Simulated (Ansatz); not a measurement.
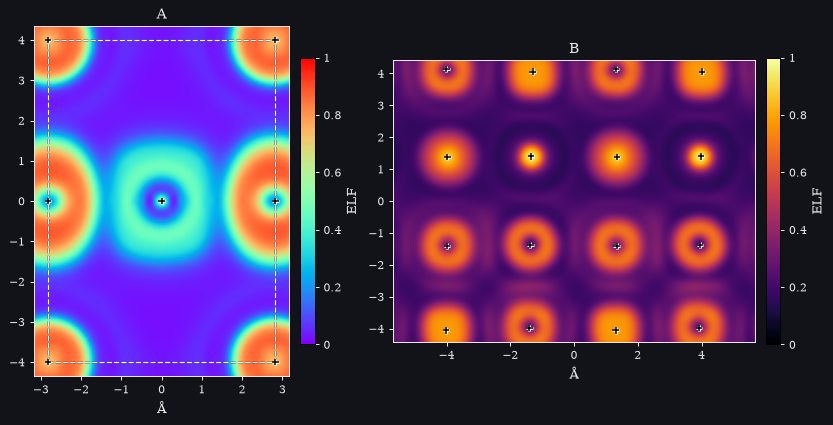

The electron localisation function of 2 systems, each on a plane through atoms (crosses mark nuclei in the plane).

The calculation used DFT PBE, scalar-relativistic, plane waves, PAW in Ansatz.

System 1: CaBiCl3, the (011̄) plane of the conventional cell. Space group Pm-3m; started from the cubic perovskite_221 prototype, which need not be the ambient phase.

System 2: Cu5AgIr4RuRh, the (011) plane of the conventional cell. Space group P1; a generated structure, not necessarily the stable one; computed without spin polarisation.

> Match each panel to its system.

Panel A is system 1, CaBiCl3: the plane holds Ca, Bi and Cl. Bi–Cl (2.83 Å): the ELF peaks at about 0.85 in the valence shell of Cl, 0.8 Å from its nucleus, and drops to about 0.25 between the two atoms. Panel B is system 2, Cu5AgIr4RuRh: the plane holds Cu, Ru, Rh, Ag and Ir. Ir–Ru (2.61 Å): the ELF is about 0.40 at the midpoint.
